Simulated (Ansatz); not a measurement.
```csv
atom,x (Å),y (Å),z (Å)
Al,-1.4337,0.2820,-0.8199
O,0.0093,-0.0055,-0.0059
Al,1.4514,-0.3003,0.8070
H,-1.3718,0.9819,-2.2375
H,-2.7873,-0.1609,-0.1309
H,1.9952,0.8044,1.8005
H,2.1984,-1.6694,0.5409
```

Geometry: PBE0-D4/def2-TZVP.

Method: RKS PBE0-D4/def2-TZVPP in Ansatz.

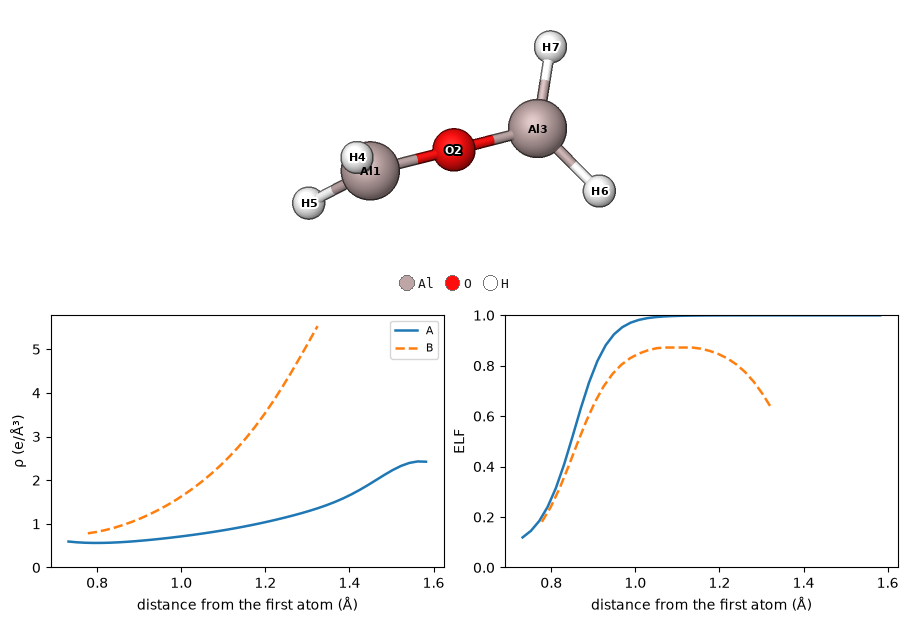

Al$_{2}$H$_{4}$O. Electron density and ELF along straight lines between neighbouring atoms. The curves leave out the atomic cores. The structure is drawn too.

Which curve belongs to which contact (Al–H and Al–O)? The first atom named is at distance zero.

Answer. Curve A: Al–H (1.58 Å): ρ at the midpoint is about 0.56 e/Å³; the ELF climbs to about 1 towards the hydrogen. Curve B: Al–O (1.68 Å): ρ at the midpoint is about 0.91 e/Å³; the ELF peaks at about 0.85 in the valence shell of O, 0.6 Å from its nucleus, and is about 0.40 at the midpoint.
